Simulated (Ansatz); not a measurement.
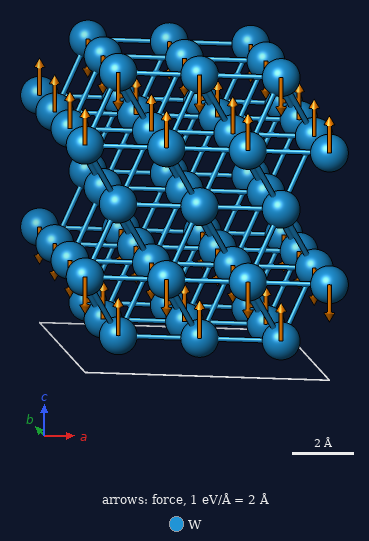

Starting geometry of a slab of composition W (cut from the Im-3m phase) with the computed forces as orange arrows. The picture is a ball-and-stick view of the 3 × 3 repeat of the cell, outlined in the plane, without the vacuum, seen slightly off an axis.

Case: (1 1 0) slab, atoms relaxed. The slab is the (1 1 0) face of W.

Level of theory: Ansatz, DFT LDA, scalar-relativistic, plane waves, PAW. Set-up: plane-wave cutoff 420 eV; k-point mesh 13 × 13 × 1; occupations gaussian; smearing width 0.1 eV; no spin polarisation; dipole correction; atoms relaxed in a fixed cell; force threshold 0.02 eV/Å; at most 60 steps.

**What follows when this structure is relaxed?**

It isn't relaxed: the largest force vector, on W atoms, is 0.66 eV/Å. The final displacements follow the starting forces only in part (cosine between the two patterns 0.75). The largest moves relative to the layer's centre, 0.076 Å, are those of W atoms. The cell doesn't change. Near-neighbour distances that change, for instance: W–W 2.716 → 2.651 Å, W–W 3.136 → 3.080 Å. Over 2 accepted moves (4 points after the start) the energy falls by 52.7 meV per cell of the calculation. Largest force component: 0.66 eV/Å at the start, 0.019 eV/Å at the end. The line search rejected the trial step at point 1 of the run. 1 step only repeated the SCF at the same geometry.
